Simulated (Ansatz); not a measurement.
## Run report: C$_{2}$H$_{8}$FNOSi, geometry relaxation (part 1 of 2)

System: C$_{2}$H$_{8}$FNOSi.
Method: RKS PBE0-D4/def2-SVP (Ansatz 0.2.0).

It belongs to a series of runs on one base structure; here: end point A relaxed.

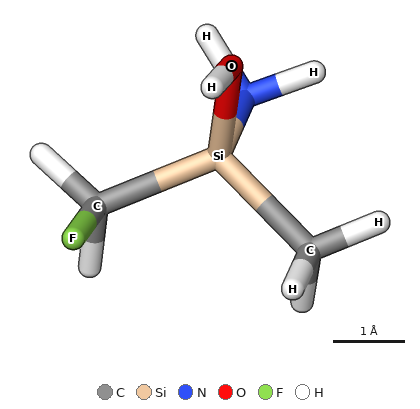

The input geometry (stick view, seen at a tilt).

**Input**
```yaml
crystal:
  periodic: [false, false, false]
  atoms:
    - { symbol: C, position_ang: [-0.47, -1.5459, 0.6544] }
    - { symbol: Si, position_ang: [0.2469, 0.0345, -0.0665] }
    - { symbol: "N", position_ang: [0.9851, -0.3396, -1.5558] }
    - { symbol: O, position_ang: [1.6377, 0.5413, 0.823] }
    - { symbol: C, position_ang: [-1.0334, 1.3676, -0.274] }
    - { symbol: F, position_ang: [-1.4268, 1.7955, 0.9853] }
    - { symbol: H, position_ang: [0.2497, -2.2963, 0.7564] }
    - { symbol: H, position_ang: [-1.2822, -1.8557, -0.0088] }
    - { symbol: H, position_ang: [-0.9419, -1.2855, 1.6724] }
    - { symbol: H, position_ang: [1.6825, -1.093, -1.3406] }
    - { symbol: H, position_ang: [1.5951, 0.4511, -1.7772] }
    - { symbol: H, position_ang: [1.3774, 0.891, 1.7259] }
    - { symbol: H, position_ang: [-0.6858, 2.2755, -0.7943] }
    - { symbol: H, position_ang: [-1.9472, 1.0304, -0.7714] }
basis:
  gaussian: { orbitals: def2-SVP }
hamiltonian:
  xc: pbe0
  dispersion: d4
relax:
  f_tol: 0.015
  max_steps: 40
output:
  orbitals: {}
```

Launched with:
```bash
ansatz run input.yaml --threads 2 --pin off --max-ram 3072MiB --backend cpu --events-out ev --progress --plain --runs-dir out
```

**Log**
```
The last accepted step is kept in [file] (removed where the run ends without a failure and the disk answers)
Engine: ansatz 0.2.0, x86_64-unknown-linux-gnu
Functional definition: PBE0
  parameter a = 0.25
  parameter kappa = 0.804
  parameter beta = 0.06672455060314922
  exchange = (1 - a)*pbe_x(kappa = kappa, mu = beta*pi^2/3) + a*exact_x
  correlation = pbe_c(beta = beta)
1372 factors; integrals over basis functions are off by at most 4.0e-4 eV
mean field evaluation 1: about -16305.0152 eV, gradient 7.5e1 eV
mean field evaluation 2: about -16298.3679 eV, gradient 9.3e1 eV
mean field evaluation 4: about -16316.3460 eV, gradient 3.1e0 eV
mean field evaluation 8: about -16316.3847 eV, gradient 6.5e-2 eV
mean field -16316.38470069 eV, -599.6160781077 hartree, gradient 5.3e-5 eV, S^2 0.000000; 0 other end points of the search recorded, 0 dependent functions left out
the calculation of the forces begins
reference -16316.38472812 eV, -599.6160791157 hartree; 29, 29 occupied and 99, 99 virtual orbitals, 1372 factors
relax step   1: F+E_penalty+E_count = -16316.63627814 eV  Δ(F+E_penalty+E_count) = +0.000e0 eV  max|allowed force component| = 2.827e0 eV/Å  Δτ_max = 0.0000 Å  (25 SCF iters, accepted)
these checks for a lower state are left out or cut short: starts, cluster_reference, orbital_swaps, neighbouring_geometries, increment
1372 factors; integrals over basis functions are off by at most 4.1e-4 eV
mean field evaluation 16: about -16316.5404 eV, gradient 8.9e0 eV
mean field -16316.75433305 eV, -599.6296618464 hartree, gradient 1.2e-5 eV, S^2 0.000000; 0 other end points of the search recorded, 0 dependent functions left out
[... from here on the field's lines of each further geometry are left out, up to the last ...]
relax step   2: F+E_penalty+E_count = -16317.00656544 eV  Δ(F+E_penalty+E_count) = -3.703e-1 eV  max|allowed force component| = 1.143e0 eV/Å  Δτ_max = 0.1550 Å  (28 SCF iters, accepted)
relax step   3: F+E_penalty+E_count = -16317.09569996 eV  Δ(F+E_penalty+E_count) = -8.913e-2 eV  max|allowed force component| = 4.624e-1 eV/Å  Δτ_max = 0.1078 Å  (27 SCF iters, accepted)
relax step   4: F+E_penalty+E_count = -16317.13950010 eV  Δ(F+E_penalty+E_count) = -4.380e-2 eV  max|allowed force component| = 3.124e-1 eV/Å  Δτ_max = 0.1350 Å  (27 SCF iters, accepted)
relax step   5: F+E_penalty+E_count = -16317.14900636 eV  Δ(F+E_penalty+E_count) = -9.506e-3 eV  max|allowed force component| = 2.609e-1 eV/Å  Δτ_max = 0.0634 Å  (28 SCF iters, accepted)
relax step   6: F+E_penalty+E_count = -16317.15690238 eV  Δ(F+E_penalty+E_count) = -7.896e-3 eV  max|allowed force component| = 1.716e-1 eV/Å  Δτ_max = 0.1371 Å  (28 SCF iters, accepted)
relax step   7: F+E_penalty+E_count = -16317.14284917 eV  Δ(F+E_penalty+E_count) = +1.405e-2 eV  max|allowed force component| = 1.020e0 eV/Å  Δτ_max = 0.1168 Å  (28 SCF iters, rejected (line search))
relax step   8: F+E_penalty+E_count = -16317.16226770 eV  Δ(F+E_penalty+E_count) = -5.365e-3 eV  max|allowed force component| = 7.794e-2 eV/Å  Δτ_max = 0.0584 Å  (28 SCF iters, accepted)
relax step   9: F+E_penalty+E_count = -16317.16413401 eV  Δ(F+E_penalty+E_count) = -1.866e-3 eV  max|allowed force component| = 6.191e-2 eV/Å  Δτ_max = 0.0999 Å  (28 SCF iters, accepted)
relax step  10: F+E_penalty+E_count = -16317.16471929 eV  Δ(F+E_penalty+E_count) = -5.853e-4 eV  max|allowed force component| = 7.676e-2 eV/Å  Δτ_max = 0.0301 Å  (29 SCF iters, accepted)
the calculation of the forces begins
reference -16316.91249664 eV, -599.6354742511 hartree; 29, 29 occupied and 99, 99 virtual orbitals, 1372 factors
relax step  11: F+E_penalty+E_count = -16317.16496281 eV  Δ(F+E_penalty+E_count) = -2.435e-4 eV  max|allowed force component| = 1.489e-2 eV/Å  Δτ_max = 0.0155 Å  (30 SCF iters, accepted)
1372 factors; integrals over basis functions are off by at most 4.1e-4 eV
mean field evaluation 96: about -16316.9125 eV, gradient 3.9e-2 eV
```

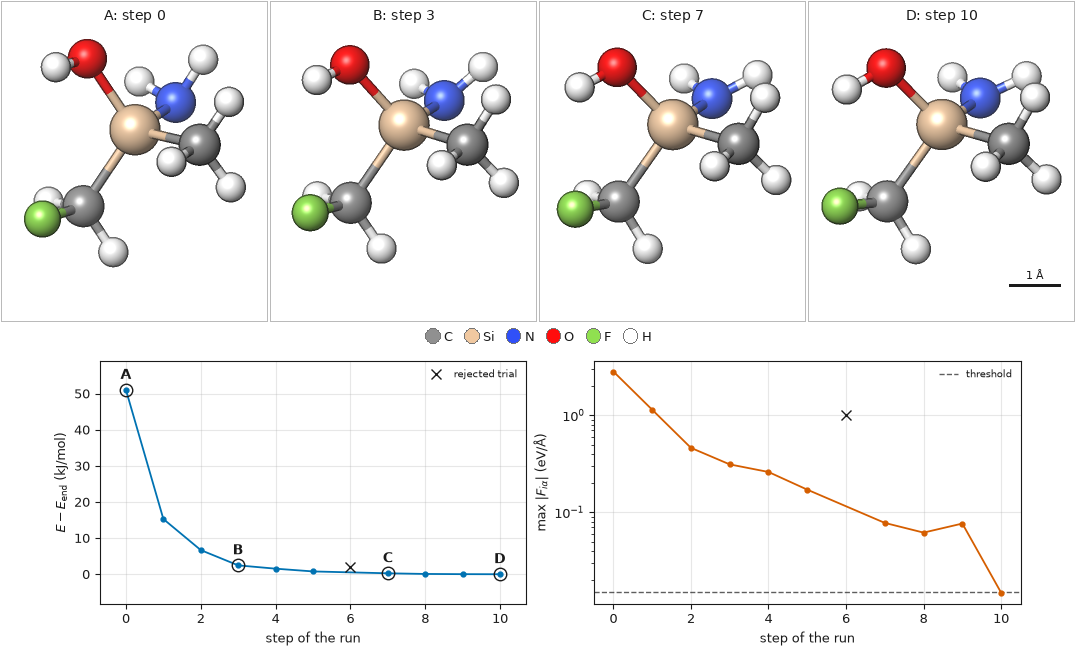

Frames of the relaxation (ball-and-stick view, seen at a tilt) above the curves, on which the letters mark them (the first geometry is step 0 here and step 1 in the log).

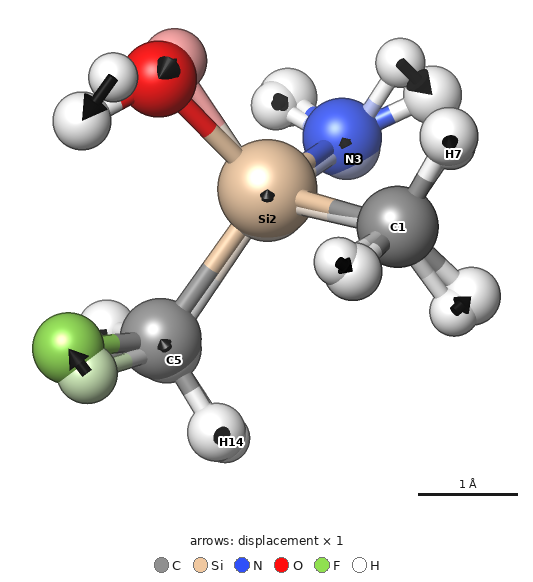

Start (faint) and end (solid) with the displacements as black arrows, at true length (ball-and-stick view, seen at a tilt). The two geometries are laid on each other by the best rigid fit. The energy falls by 51.0 kJ/mol in 10 geometry steps. Largest force component: 2.8 eV/Å at the start, 0.015 eV/Å at the end. The line search rejected the trial step at point 6 (counted from 0) and went back. The largest move after the best rigid fit is that of H12, 0.55 Å. Largest moves by element: H 0.55 Å, O 0.38 Å, F 0.32 Å, C 0.13 Å, Si 0.12 Å, N 0.10 Å. Among the contacts that change: C1–H7 1.045 → 1.101 Å, Si2–O4 1.727 → 1.672 Å, C1–H9 1.152 → 1.101 Å, Si2–C5 1.860 → 1.900 Å. Among the angles that change: Si2–N3–H11 106.1° → 120.2°, Si2–N3–H10 105.5° → 119.5°, N3–Si2–O4 99.5° → 112.3°. (Atoms are counted from 1 in the order of the input.)

```
mean field -16316.91246919 eV, -599.6354732423 hartree, gradient 1.2e-5 eV, S^2 0.000000; 1 other end points of the search recorded, 0 dependent functions left out
the calculation of the forces begins
reference -16316.91249664 eV, -599.6354742511 hartree; 29, 29 occupied and 99, 99 virtual orbitals, 1372 factors
Total energy: -16317.16499026 eV, -599.6447532204 hartree
Atom 0 at    -0.450910    -1.580025     0.618284 Å, force     0.002493     0.001892    -0.001318 eV/Å
Atom 1 at     0.334956    -0.003104     0.006268 Å, force    -0.013381    -0.004623     0.003244 eV/Å
Atom 2 at     1.073154    -0.313437    -1.514541 Å, force    -0.001986    -0.002411    -0.010880 eV/Å
Atom 3 at     1.413837     0.625591     1.118733 Å, force     0.014890    -0.007288     0.004565 eV/Å
Atom 4 at    -0.947504     1.387023    -0.171859 Å, force     0.009694    -0.003372    -0.005981 eV/Å
Atom 5 at    -1.160689     1.924667     1.099982 Å, force    -0.002491    -0.001185    -0.004978 eV/Å
Atom 6 at     0.312715    -2.331726     0.872819 Å, force    -0.001737    -0.000810    -0.000827 eV/Å
Atom 7 at    -1.130262    -2.013986    -0.131783 Å, force     0.000959    -0.001393    -0.001590 eV/Å
Atom 8 at    -1.034629    -1.379125     1.530202 Å, force     0.001275     0.000830    -0.000727 eV/Å
Atom 9 at     1.381967    -1.252421    -1.737376 Å, force     0.000687     0.002783     0.000994 eV/Å
Atom 10 at     1.689758     0.374301    -1.932894 Å, force     0.000462    -0.002107     0.000219 eV/Å
Atom 11 at     1.003583     1.292035     1.682237 Å, force    -0.002976     0.014114     0.012159 eV/Å
Atom 12 at    -0.583438     2.194676    -0.832743 Å, force    -0.004941    -0.000574     0.001067 eV/Å
Atom 13 at    -1.915437     1.046431    -0.578529 Å, force    -0.002950     0.004143     0.004054 eV/Å
Dipole moment:     0.010030    -0.152693    -0.342422 e Å
```

**Trajectory as extended XYZ (Å, eV, eV/Å), 11 frames, from step=1 to step=11**
```
14
Properties=species:S:1:pos:R:3:forces:R:3 step=1 energy=-16316.63628
C    -0.4700   -1.5459    0.6544   -2.1206   2.8269   1.0941
Si    0.2469    0.0345   -0.0665    1.5300  -0.7390   1.0870
N     0.9851   -0.3396   -1.5558    1.2894  -0.7853  -0.6496
O     1.6377    0.5413    0.8230   -1.9014   0.6957   1.5971
C    -1.0334    1.3676   -0.2740   -0.3897   0.8611   0.3295
F    -1.4268    1.7955    0.9853   -0.0372  -0.0134   0.6426
H     0.2497   -2.2963    0.7564    1.4211  -1.5527   0.2774
H    -1.2822   -1.8557   -0.0088   -0.1832  -0.3005  -0.0839
H    -0.9419   -1.2855    1.6724    0.6131  -0.5604  -1.2192
H     1.6825   -1.0930   -1.3406   -0.8549   0.5676  -0.4684
H     1.5951    0.4511   -1.7772   -0.1170   0.0070  -0.3610
H     1.3774    0.8910    1.7259    0.6521  -0.5561  -1.4688
H    -0.6858    2.2755   -0.7943    0.1999  -0.1762  -0.3271
H    -1.9472    1.0304   -0.7714   -0.1017  -0.2747  -0.4498
14
Properties=species:S:1:pos:R:3:forces:R:3 step=2 energy=-16317.00656
C    -0.4929   -1.5058    0.6788   -0.4317   0.7296   0.1371
Si    0.3025    0.0153   -0.0758    0.7828   0.0345   1.0254
N     1.0012   -0.3295   -1.6172    0.7570  -0.2792   0.1547
O     1.5828    0.6055    0.9071   -1.1428  -0.1048   0.1256
C    -1.0006    1.3531   -0.2406   -0.2307   0.3482   0.0384
F    -1.4052    1.7380    1.0383    0.0744  -0.0871  -0.0509
H     0.2404   -2.2909    0.8348    0.2631  -0.4501   0.0965
H    -1.2936   -1.8645    0.0147    0.0413  -0.1346  -0.0372
H    -0.9727   -1.2616    1.6545    0.2633  -0.0544  -0.3524
H     1.6675   -1.1098   -1.4940   -0.4415   0.2367  -0.2989
H     1.5972    0.4572   -1.8910   -0.1832  -0.0757  -0.1942
H     1.2748    0.9213    1.7782    0.2667  -0.1676  -0.5508
H    -0.6273    2.2478   -0.7689    0.0056   0.0129  -0.0304
H    -1.8871    0.9947   -0.7902   -0.0244  -0.0084  -0.0629
14
Properties=species:S:1:pos:R:3:forces:R:3 step=3 energy=-16317.09570
C    -0.4778   -1.5046    0.6831    0.1587  -0.2032  -0.2402
Si    0.3207    0.0147   -0.0516    0.4064   0.1282   0.2017
N     0.9967   -0.3326   -1.6158    0.4624   0.0349   0.3588
O     1.5384    0.6210    0.9615   -0.3969  -0.2888  -0.4338
C    -0.9835    1.3726   -0.2332   -0.0878  -0.0542  -0.0456
F    -1.4062    1.7161    1.0520    0.0260   0.0020  -0.1126
H     0.2583   -2.3030    0.8977   -0.1196   0.1544  -0.0449
H    -1.2456   -1.9138    0.0028    0.0920   0.0318   0.0584
H    -0.9737   -1.2437    1.6241   -0.0971   0.0567   0.1836
H     1.6168   -1.1484   -1.5809   -0.2527   0.1273  -0.1516
H     1.5758    0.4402   -1.9571   -0.1953  -0.1500  -0.0668
H     1.2153    0.9513    1.8028   -0.0166   0.1004   0.1582
H    -0.5919    2.2753   -0.7372   -0.0124   0.0013   0.0588
H    -1.8562    1.0258   -0.8194    0.0329   0.0591   0.0760
```
